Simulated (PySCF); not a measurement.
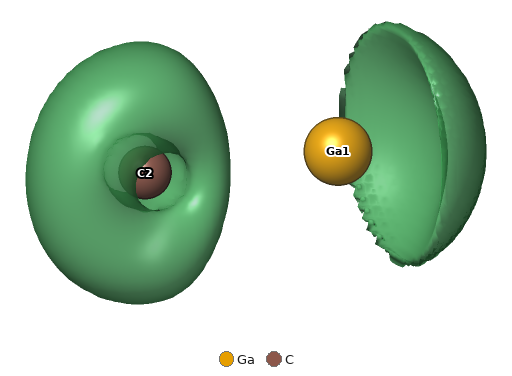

The picture shows: GaC (charge +1, triplet). Isosurface of the electron localisation function at 0.75 (green), seen from one side. Core shells and regions of very low density are left out.

Theory: PBE0/cc-pVDZ(-PP), non-relativistic Hamiltonian with scalar-relativistic core potentials where named, at a bond length of 2.645 Å in PySCF 2.14.0.

Question: What do the ELF domains correspond to?

Answer: The surface consists of one lobe on Ga, pointing away from the bonds (non-bonding electrons) and one region wrapped around C (its valence shell).

Values along the shortest contacts:
C–Ga (2.64 Å): the ELF peaks at about 0.95 in the valence shell of C, 0.7 Å from its nucleus, and is about 0.35 at the midpoint.
